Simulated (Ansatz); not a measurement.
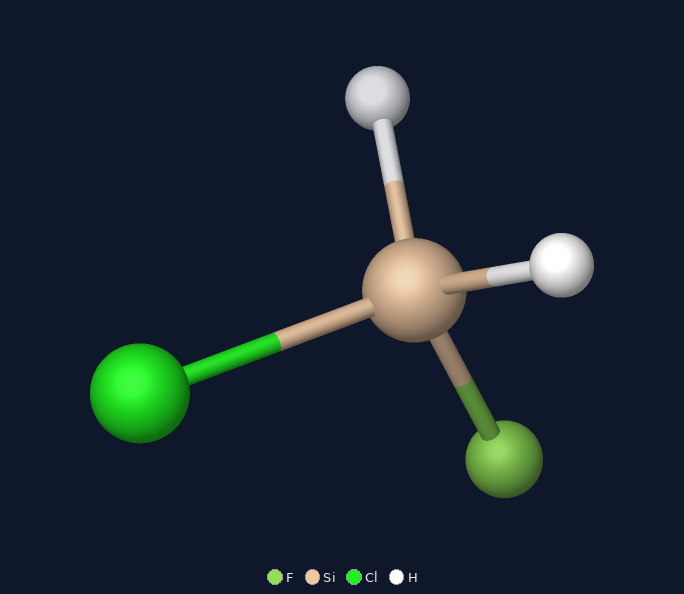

Ball-and-stick drawing of a structure.

Computed geometry: PBE0-D4/def2-TZVP optimisation.

Identify the structure.

The molecule is ClFH2Si. SMILES: `F[SiH2]Cl`. Among its groups: Si–H bond. This geometry has Cs symmetry. Coordination: 1 Si tetrahedral.

More results for the same structure follow; atom numbers are the same in all pictures, views and colours differ.

## Geometry

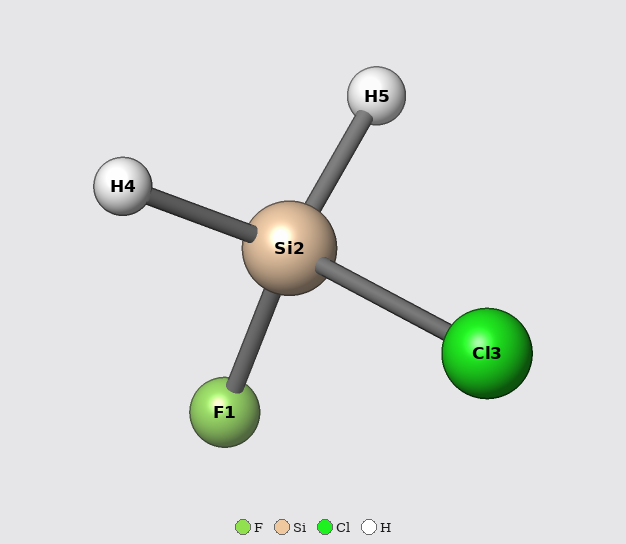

Atoms carry their numbers in the input.

Which atoms are bonded, and how long are the bonds?

```csv
bond,length (Å),order
F1–Si2,1.589,single
Si2–Cl3,2.036,single
Si2–H4,1.475,single
Si2–H5,1.475,single
```

## Vibrations

Harmonic vibrations computed with RKS PBE0-D4/def2-TZVP (Ansatz 0.2.0) at a stationary point of the same level.

List the wavenumbers.

Answer. 9 modes: 248, 566, 640, 728, 884, 924, 967, 2278, 2290 cm⁻¹.

## Levels of theory compared

Program: Ansatz 0.2.0.

Compare HOMO energy (eV), vertical IP (eV) at these levels: B3LYP-D4/def2-TZVPP; PBE-D4/def2-TZVPP; PBE0-D4/def2-TZVPP; r2SCAN-D4/def2-TZVPP; ωB97M-V/def2-TZVPP; ωB97X-V/def2-TZVPP.

```
               level  HOMO energy (eV)  vertical IP (eV)
 B3LYP-D4/def2-TZVPP             −9.03             11.70
   PBE-D4/def2-TZVPP             −7.87             11.29
  PBE0-D4/def2-TZVPP             −9.27             11.71
r2SCAN-D4/def2-TZVPP             −8.24             11.52
  ωB97M-V/def2-TZVPP            −11.51             11.90
  ωB97X-V/def2-TZVPP            −11.70             11.98
```

## Dipole moment

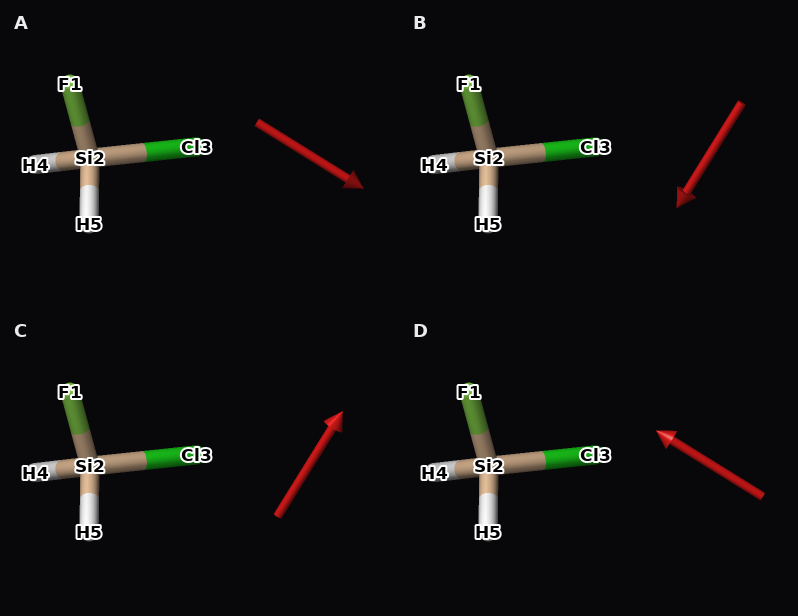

The same molecule four times, each with an arrow. Properties computed with RKS ωB97M-V/def2-TZVPP (Ansatz 0.2.0).

Which arrow points along the dipole moment, from the negative to the positive end?

Answer. B. The dipole moment is 1.29 D; it points from the side of F1, Cl3 to the side of H4, H5 (the outermost atoms at the two ends).

## Charges

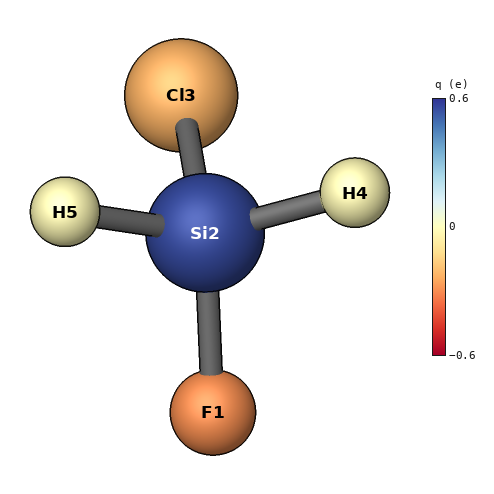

Atoms are coloured by their Mulliken charges. Method: RKS PBE0-D4/def2-TZVP (Ansatz 0.2.0).

Give the Mulliken charges atom by atom.

```json
{"atom": "F1", "value (e)": "−0.29"}
{"atom": "Si2", "value (e)": "0.55"}
{"atom": "Cl3", "value (e)": "−0.22"}
{"atom": "H4", "value (e)": "−0.02"}
{"atom": "H5", "value (e)": "−0.02"}
```

Mulliken values depend strongly on the basis set and can even reverse the polarity of a bond.
